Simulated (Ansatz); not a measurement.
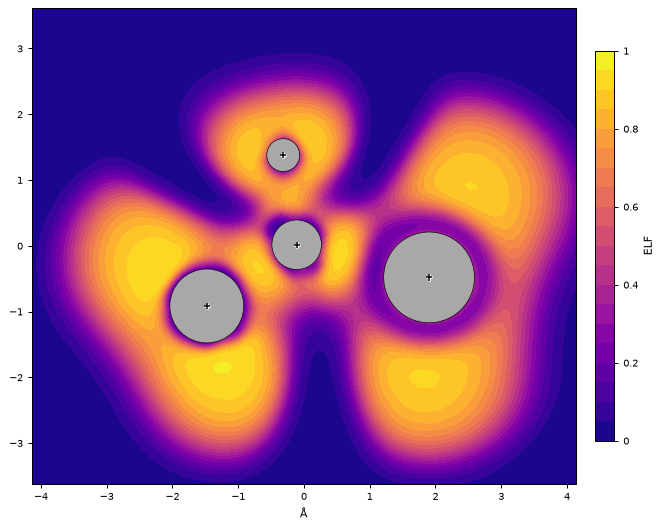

The ELF on a plane through atoms (crosses mark nuclei in the plane; grey discs cover the cores).

Theory: isolated molecule in a Gaussian basis; Kohn-Sham density functional theory, functional PBE0 (Ansatz 0.2.0).

Candidates:
A. H₃NPSi (SMILES [SiH3]N=[P]) (doublet)
B. FHO₂Si (SMILES O=[Si](O)F)
C. CFSTe (SMILES FC(=S)[Te-]) (charge −1)

Q: Which system is this?

A: Candidate C: CFSTe on the molecular plane, which holds C, F, S and Te. C–F (1.38 Å): the ELF peaks at about 0.80 between the atoms: a polar covalent bond. C–S (1.65 Å): the ELF peaks at about 0.90 between the atoms, as expected for localised, covalent bonding.
